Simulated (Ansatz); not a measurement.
# Converging the plane-wave cutoff: ZnSnSb₂ (Pmm2, 4 atoms in the cell)

```
CELL_PARAMETERS angstrom
      4.49910     0.00000     0.00000
      0.00000     4.49910     0.00000
      0.00000     0.00000     6.29437
ATOMIC_POSITIONS crystal
  Zn 0.00000 0.00000 0.00794
  Sn 0.50000 0.50000 0.50000
  Sb 0.00000 0.50000 0.22240
  Sb 0.50000 0.00000 0.77760
```

Method of the run: LDA (PW92), default PAW files made with PBE (plane waves; Ansatz, an electronic-structure program).

Base settings: basis.ecutwfc = 420 eV; kpoints.mp_grid.grid = 5 5 3; hamiltonian.xc = lda; hamiltonian.pseudopotentials = {kind: paw} (the program's default PAW files); scf.occupations.method = fermi_dirac; scf.occupations.width = 0.1 eV.

The second cell is the first with its lattice scaled by 0.98.

The mesh stays at the base's, so the ladder's end is converged at best in this setting alone.

The first pressure column holds Ansatz's estimate of the finite-basis (Pulay) stress, which hides part of the cutoff error; the other is without it.

Only quantities that move along the ladder and can be compared are tabulated.

The count of work is k-points × plane waves × bands × iterations; it is no time. 

The starting cell comes from a database of computed structures (which also holds hypothetical and non-ambient phases and stackings), without a prior relaxation at this level. Its lattice was rescaled by up to half a per cent. One atom was moved a little off its site on purpose. A gap is left out here, as mesh or smearing make it unsure.

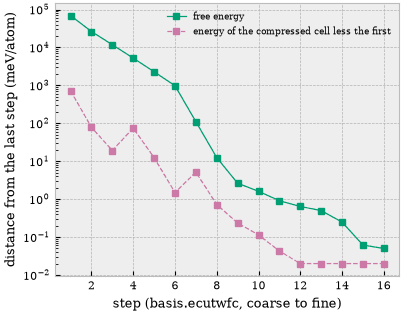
Fig. 1. Distance from the last step along the ladder; very small values are drawn at a floor.

```csv
basis.ecutwfc,free energy less the last step's (meV/atom),energy of the compressed cell less the first (meV/atom),pressure (GPa),pressure without the Pulay estimate (GPa),largest difference of a force vector from the last step's (eV/Å),count of work / last
145 eV,69123.08,-734.49,-1.12,-1254.20,4.635,0.074
170 eV,26329.30,-91.53,-0.46,-595.37,1.590,0.063
190 eV,11810.34,-32.61,-1.91,-305.88,0.433,0.090
210 eV,5238.01,61.52,-3.74,-154.16,0.518,0.11
230 eV,2284.40,-1.10,-2.58,-76.84,0.104,0.11
250 eV,980.18,-14.97,-2.36,-38.46,0.160,0.12
295 eV,110.56,-8.36,-2.18,-7.97,0.019,0.16
335 eV,12.46,-12.76,-2.41,-3.15,0.008,0.19
380 eV,2.63,-13.25,-2.44,-2.49,0.000,0.23
420 eV,1.61,-13.37,-2.45,-2.48,0.000,0.27
460 eV,0.91,-13.44,-2.45,-2.47,0.000,0.31
505 eV,0.64,-13.46,-2.46,-2.46,0.000,0.35
565 eV,0.50,-13.47,-2.46,-2.46,0.000,0.42
630 eV,0.25,-13.47,-2.46,-2.46,0.000,0.49
735 eV,0.06,-13.48,-2.46,-2.46,0.000,0.62
840 eV,0.03,-13.48,-2.46,-2.46,0.000,0.76
1010 eV,0.00,-13.48,-2.46,-2.46,0.000,1.0
```

Coarsest basis.ecutwfc that holds the pressure without the Pulay estimate within 1 GPa of the last step, with all finer ones: 335 eV, at 0.19 of the last step's count of work; the step before is off by 5.5 GPa.

Coarsest basis.ecutwfc that holds the free energy within 1 meV/atom of the last step, with all finer ones: 460 eV, at 0.31 of the last step's count of work; the step before is off by 1.6 meV/atom.

Coarsest basis.ecutwfc that holds the forces within 0.01 eV/Å of the last step, with all finer ones: 335 eV, at 0.19 of the last step's count of work; the step before is off by 0.019 eV/Å.

The energy difference between the two cells stays within 1 meV/atom of the last step's from 335 eV on, the total only from 460 eV on: much of the error is common to both cells and cancels.

At the lowest cutoff the pressure without the Pulay estimate lies 1250 GPa under the last step's, the usual sign of Pulay stress in an incomplete plane-wave basis.

Keys are those of Ansatz 0.2.
